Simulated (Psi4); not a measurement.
# ZrO2 (SMILES [O]=[Zr]=[O]): BHLYP/def2-TZVP (core potential)

What is the energy change on altering one bond length of ZrO2 at BHLYP/def2-TZVP (core potential)? 

The results are computed with Psi4 1.11.

## Step 1: The structure to begin with

ZrO2: 3 atoms, total charge 0, spin state singlet. SMILES: `[O]=[Zr]=[O]`. The shape is that of a PBE0-D4/def2-TZVP optimisation.

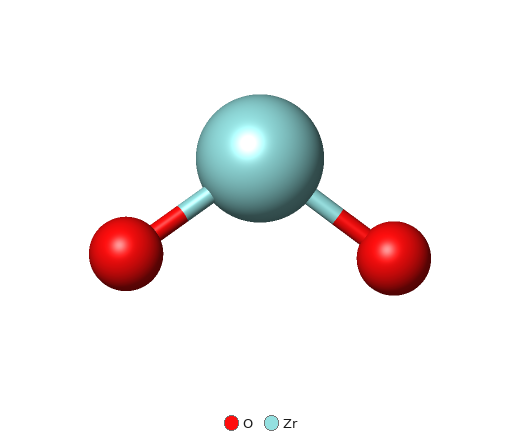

The structure, seen from a chosen angle (oxygen red, zirconium light teal).

## Step 2: The energy at BHLYP/def2-TZVP (core potential)

The input, input.in:

```
memory 1.6 GB

molecule {
  0 1
  O      0.654500     1.252500     0.388400
  Zr     0.348500    -0.481700     0.351800
  O     -1.003000    -0.770800    -0.740100
  symmetry c1
  no_reorient
  no_com
}

set {
  basis                def2-TZVP
  reference            rks
  puream               true
  e_convergence        1e-09
  d_convergence        1e-08
  scf_type             pk
  dft_radial_points    99
  dft_spherical_points 590
}

result, w = energy("bhhlyp", return_wfn=True)
oeprop(w, "LOWDIN_CHARGES", "WIBERG_LOWDIN_INDICES", "QUADRUPOLE", title="BHHLYP")
print_variables()
```

Launch:

```bash
$ psi4 -i input.in -o input.out -n 1
```

input.out:

```text
[...]
    !!!  WARNING: ECP capability is in beta. Please check occupations closely.  !!!
[...]
  Running in c1 symmetry.
[...]
  Nuclear repulsion =   69.572827701783439
[...]
  Multiplicity = 1
[...]
  Nalpha       = 14
  Nbeta        = 14
[...]
    Number of basis functions: 102
[...]
   @RKS iter   1:  -196.62976438430505   -2.12797e-01   1.35429e-02 ADIIS/DIIS
[...]
   @RKS iter  14:  -197.42601417912897   -4.29168e-12   2.79554e-09 DIIS
[...]
    Orbital Energies [Eh]
    ---------------------
    Doubly Occupied:
       1A    -19.611407     2A    -19.611404     3A     -2.281875
       4A     -1.398199     5A     -1.384427     6A     -1.364265
       7A     -0.940482     8A     -0.923475     9A     -0.387968
      10A     -0.371114    11A     -0.358161    12A     -0.340213
      13A     -0.327277    14A     -0.301477
[...]
  @RKS Final Energy:  -197.42601417912897
   => Energetics <=
    Nuclear Repulsion Energy =             69.5728277017834387
    One-Electron Energy =                -426.1530650310369310
    Two-Electron Energy =                 171.2110746136227704
    DFT Exchange-Correlation Energy =     -12.0568514634982762
    Empirical Dispersion Energy =           0.0000000000000000
    VV10 Nonlocal Energy =                  0.0000000000000000
    Total Energy =                       -197.4260141791289698
[...]
 Multipole Moments:
 ------------------------------------------------------------------------------------
     Multipole            Electronic (a.u.)      Nuclear  (a.u.)        Total (a.u.)
 ------------------------------------------------------------------------------------
 L = 1.  Multiply by 2.5417464519 to convert [e a0] to [Debye]
 Dipole X            :         -0.9491645            2.6342782            1.6851137
 Dipole Y            :          1.3119064           -3.6411243           -2.3292179
 Dipole Z            :         -0.9598207            2.6607344            1.7009137
 Magnitude           :                                                    3.3403550
 L = 2.  Multiply by 1.3450342976 to convert [e a0^2] to [Debye ang]
 Quadrupole XX       :        -69.5540884           46.1826566          -23.3714318
 Quadrupole XY       :        -44.6246460           38.3122397           -6.3124063
[...]
```

It took 12 s on 1 thread of Intel Xeon Platinum 8375C at 2.90GHz (Ice Lake), shared host; peak memory 0.63 GiB.

## Step 3: The distorted shape at the same level

The input, o2zr.xyz:

```xyz
3
O2Zr
O      0.700404     1.512654     0.393891
Zr     0.348500    -0.481700     0.351800
O     -1.003000    -0.770800    -0.740100
```

The input, run.py:

```python
import psi4

psi4.set_memory(1600000000)
psi4.set_num_threads(1)
psi4.set_output_file('psi4.out', False)

with open('o2zr.xyz') as f:
    atoms = ''.join(f.readlines()[2:])
geom = psi4.geometry('0 1\n' + atoms + 'symmetry c1\nno_reorient\nno_com')

psi4.set_options({
    'puream': True,
    'e_convergence': 1e-09,
    'd_convergence': 1e-08,
    'scf_type': 'pk',
    'dft_radial_points': 99,
    'dft_spherical_points': 590,
})

e, wfn = psi4.energy("bhhlyp/def2-TZVP", return_wfn=True)
psi4.oeprop(wfn, "WIBERG_LOWDIN_INDICES", "DIPOLE", "QUADRUPOLE")
print(f'bhhlyp/def2-TZVP energy: {e:.10f} Eh')
for k, v in sorted(psi4.core.scalar_variables().items()):
    print(f'{k:45s} {v:18.10f}')
```

Launch:

```bash
$ python run.py
```

psi4.out:

```text
[...]
    !!!  WARNING: ECP capability is in beta. Please check occupations closely.  !!!
[...]
  Running in c1 symmetry.
[...]
  Nuclear repulsion =   64.966789023302027
[...]
  Multiplicity = 1
[...]
  Nalpha       = 14
  Nbeta        = 14
[...]
    Number of basis functions: 102
[...]
   @RKS iter   1:  -196.50145137199013   -2.42241e-01   1.37096e-02 DIIS/ADIIS
[...]
   @RKS iter  16:  -197.38553219687537   -4.86011e-12   2.48570e-09 DIIS
[...]
    Orbital Energies [Eh]
    ---------------------
    Doubly Occupied:
       1A    -19.645111     2A    -19.603647     3A     -2.319425
       4A     -1.427339     5A     -1.401989     6A     -1.393314
       7A     -0.962212     8A     -0.916561     9A     -0.387482
      10A     -0.381934    11A     -0.378319    12A     -0.313707
      13A     -0.293897    14A     -0.284360
[...]
  @RKS Final Energy:  -197.38553219687537
   => Energetics <=
    Nuclear Repulsion Energy =             64.9667890233020273
    One-Electron Energy =                -416.6943736914387273
    Two-Electron Energy =                 166.3269194556795014
    DFT Exchange-Correlation Energy =     -11.9848669844181366
    Empirical Dispersion Energy =           0.0000000000000000
    VV10 Nonlocal Energy =                  0.0000000000000000
    Total Energy =                       -197.3855321968753742
[...]
 Multipole Moments:
 ------------------------------------------------------------------------------------
     Multipole            Electronic (a.u.)      Nuclear  (a.u.)        Total (a.u.)
 ------------------------------------------------------------------------------------
 L = 1.  Multiply by 2.5417464519 to convert [e a0] to [Debye]
 Dipole X            :         -1.9169651            3.3282461            1.4112810
 Dipole Y            :         -3.3114421            0.2918342           -3.0196079
 Dipole Z            :         -1.1843225            2.7437463            1.5594238
 Magnitude           :                                                    3.6798843
 L = 2.  Multiply by 1.3450342976 to convert [e a0^2] to [Debye ang]
 Quadrupole XX       :        -71.8225367           47.9594903          -23.8630464
 Quadrupole XY       :        -52.1835729           45.1603325           -7.0232403
[...]
```

Standard output:

```text
bhhlyp/def2-TZVP energy: -197.3855321969 Eh
CURRENT ENERGY                                   -197.3855321969
CURRENT REFERENCE ENERGY                         -197.3855321969
DD SOLVATION ENERGY                                 0.0000000000
DFT FUNCTIONAL TOTAL ENERGY                      -197.3855321969
DFT TOTAL ENERGY                                 -197.3855321969
DFT VV10 ENERGY                                     0.0000000000
DFT XC ENERGY                                     -11.9848669844
GRID ELECTRONS ALPHA                               14.0000000603
GRID ELECTRONS BETA                                14.0000000603
GRID ELECTRONS TOTAL                               28.0000001206
NUCLEAR REPULSION ENERGY                           64.9667890233
ONE-ELECTRON ENERGY                              -416.6943736914
PCM POLARIZATION ENERGY                             0.0000000000
PE ENERGY                                           0.0000000000
SCF ITERATION ENERGY                             -197.3855321969
SCF ITERATIONS                                     16.0000000000
SCF TOTAL ENERGY                                 -197.3855321969
TWO-ELECTRON ENERGY                               166.3269194557
XC GRID RADIAL POINTS                              99.0000000000
XC GRID SPHERICAL POINTS                          590.0000000000
XC GRID TOTAL POINTS                           169994.0000000000
```

It took 12 s on 1 thread of Intel Xeon Platinum 8375C at 2.90GHz (Ice Lake), shared host; peak memory 0.62 GiB.

## Step 4: Results

Level: BHLYP/def2-TZVP (core potential).

| quantity | value |
| --- | --- |
| first shape: total energy | -197.42601 Eh |
| first shape: dipole moment | 8.49 D |
| first shape: HOMO energy | -8.20 eV |
| first shape: LUMO energy | -2.56 eV |
| first shape: HOMO–LUMO gap | 5.64 eV |
| distorted shape: total energy | -197.38553 Eh |
| distorted shape: dipole moment | 9.35 D |
| distorted shape: HOMO energy | -7.74 eV |
| distorted shape: LUMO energy | -2.97 eV |
| distorted shape: HOMO–LUMO gap | 4.77 eV |
| energy change with the O1–Zr2 bond stretched from 1.761 to 2.026 Å | 1.102 eV |

**Reading.** With the O1–Zr2 bond stretched from 1.761 to 2.026 Å the energy rises by 1.10 eV (106 kJ/mol). The first shape isn't relaxed at this level, so the change isn't measured from a minimum.
